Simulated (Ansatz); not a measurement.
**ClH4N3W (SMILES [NH]=[W](=[NH])([NH2])[Cl]): density, localisation and related maps**

The calculation's input:

```
crystal:
  periodic: [false, false, false]
  atoms:
    - {symbol: N, position_ang: [-1.192448, 1.225527, -0.384071]}
    - {symbol: W, position_ang: [0.258377, 0.375956, 0.092899]}
    - {symbol: N, position_ang: [1.237987, -0.140403, -1.259279]}
    - {symbol: N, position_ang: [-0.313649, -1.233021, 1.014822]}
    - {symbol: Cl, position_ang: [1.518001, 1.757731, 1.434511]}
    - {symbol: H, position_ang: [-1.844618, 1.655950, -1.020544]}
    - {symbol: H, position_ang: [1.503182, -0.225371, -2.227892]}
    - {symbol: H, position_ang: [0.153852, -2.120944, 0.916126]}
    - {symbol: H, position_ang: [-1.232183, -1.341625, 1.416329]}
basis:
  gaussian: {orbitals: def2-TZVPP}
hamiltonian: {xc: pbe0, dispersion: d4}
output: {orbitals: {seedname: orbitals}}
```

Command:

```sh
ansatz run in.yaml --threads 4 --pin off --events-out ev --progress --plain --max-ram 10444MiB
```

Geometry: PBE0-D4/def2-TZVP; core potentials replace the inner electrons of W.

Theory: RKS PBE0-D4/def2-TZVPP (Ansatz 0.2.0).

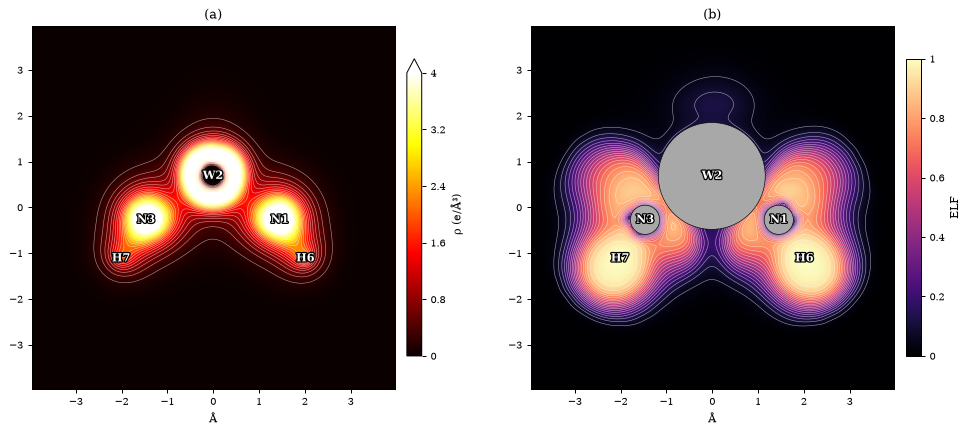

Figure 1. (a) electron density; (b) electron localisation function on the plane of atoms W2, N1 and H6. Grey discs cover the atomic cores in the ELF map.

**Read the bonding off the picture.**

Atoms in the plane: N, W and H.
W–N (1.75 Å): ρ at the midpoint is about 1.6 e/Å³; the ELF peaks at about 0.75 in the valence shell of N, 0.6 Å from its nucleus, and drops to about 0.35 between the two atoms.
N–H (1.01 Å): the density is about 2.9 e/Å³ at the midpoint; the ELF climbs to about 1 towards the hydrogen, as it does in any bond to H; a covalent bond by its length.

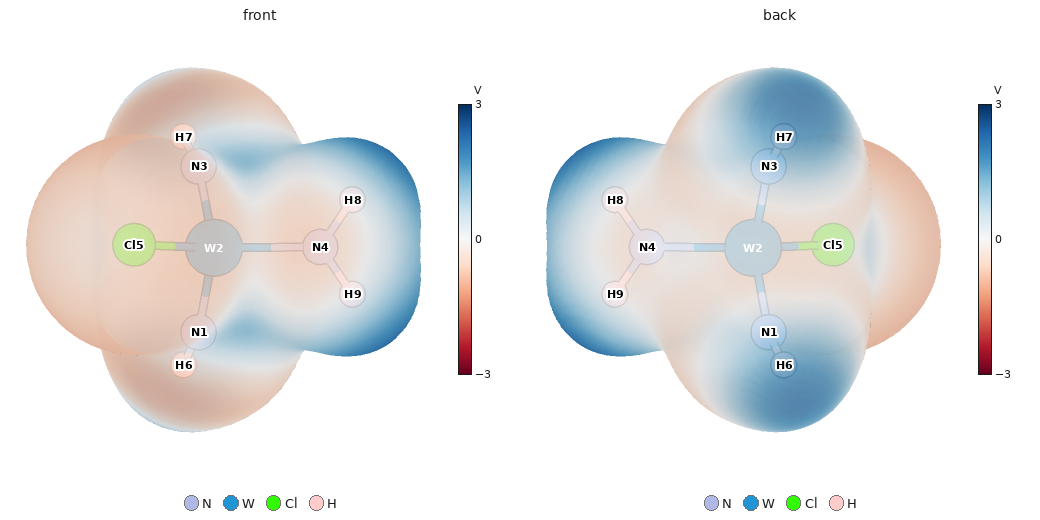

Figure 2. The electrostatic potential painted on the density surface at 0.002 e/bohr³, seen from the front and from behind; the colour scale runs from red (negative) to blue (positive).

**Which sites attract a positive test charge, and which a negative one?**

A positive charge is drawn to the negative regions and a negative charge to the positive ones. The most negative region (about −0.9 V) lies over N1, W2 and N3, the most positive (about +2.1 V) over H8 and H9.

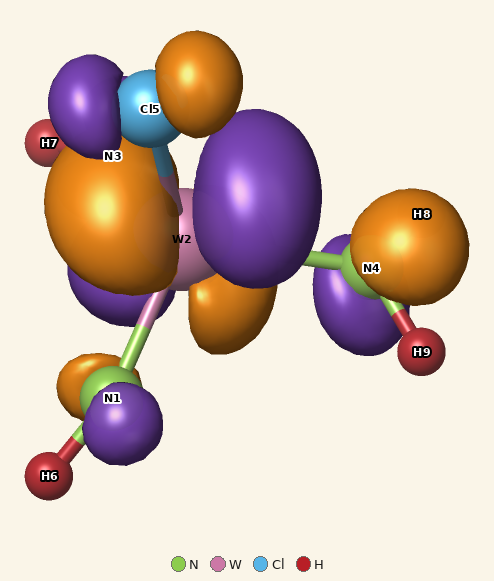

Figure 3. One frontier orbital at ±0.15 Å⁻³ᐟ² (orange and purple are the two phases), seen at a tilt.

**Which orbital is it: HOMO or LUMO?**

The LUMO, at −1.13 eV. Its weight (Hirshfeld) is mainly on W2 (about 55 %), N4 (about 15 %), Cl5 (about 10 %), N1 (about 5 %) and N3 (about 5 %).
